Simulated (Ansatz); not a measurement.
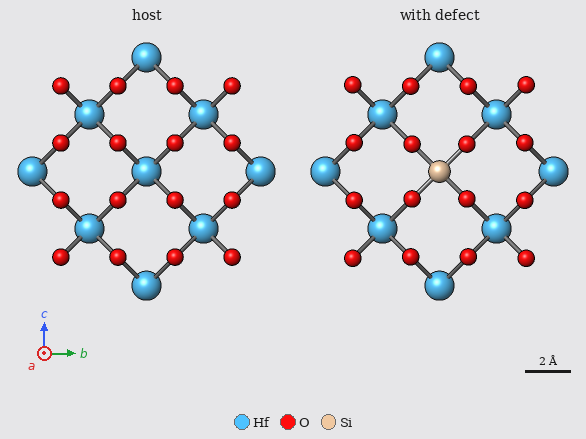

Left: perfect HfO$_{2}$. Right: the same region with one point defect, after relaxing the atoms in a supercell of 24 sites. Style: ball-and-stick. Shown: the atoms within 6.0 Å of one point, in a slice 3.4 Å thick across the line of sight, along the a axis.

The calculation used DFT, PBE, plane-wave PAW, default files, scalar-relativistic (Ansatz 0.2.0). Set-up: plane-wave cutoff 420 eV; k-point mesh 3 × 3 × 3; occupations fermi dirac; smearing width 0.01 eV; no spin polarisation. The axes drawn are those of the host's conventional cell.

What kind of defect was made?

A hafnium atom is replaced by silicon.

The charge state of the cell is 0.

What does the relaxation do around it?

In the host the Hf atom has 8 O at 2.21 Å; the Si atom ends with 8 O at 2.13 Å. Of the host's atoms, an oxygen atom moves furthest from its site, by 0.09 Å. Relaxing the atoms from the host's sites lowers the energy by 0.46 eV.

Limits of the set-up: the periodic images lie only 7.2 Å apart, so the values are limited by the cell's size.
